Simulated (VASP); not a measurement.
Shape and ions are relaxed at each volume.

Energy against volume of BN (wurtzite). These are SCAN meta-GGA, VASP's PBE PAW potentials (set 64) (plane waves; VASP) values and carry that method's errors.

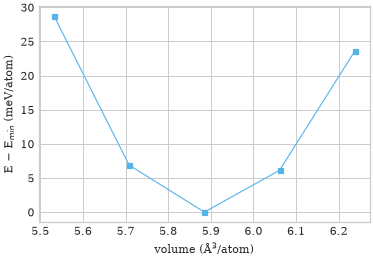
*Energy against volume*

Task: Estimate the equilibrium volume and the bulk modulus.

Result: The minimum lies near 5.9 Å³/atom, and the curvature gives B0 of about 390 GPa.

Measured: bulk modulus 375 GPa (computed value off by +4.9 %), as given by Equation of state of wurtzitic boron nitride to 66 GPa, Appl. Phys. Lett., doi 10.1063/1.121186. The calculation is for a static lattice, while the measured bulk modulus holds thermal and zero-point effects, which are part of the difference.

The compound is BN in the wurtzite structure, a metastable high-pressure form. It was relaxed first.
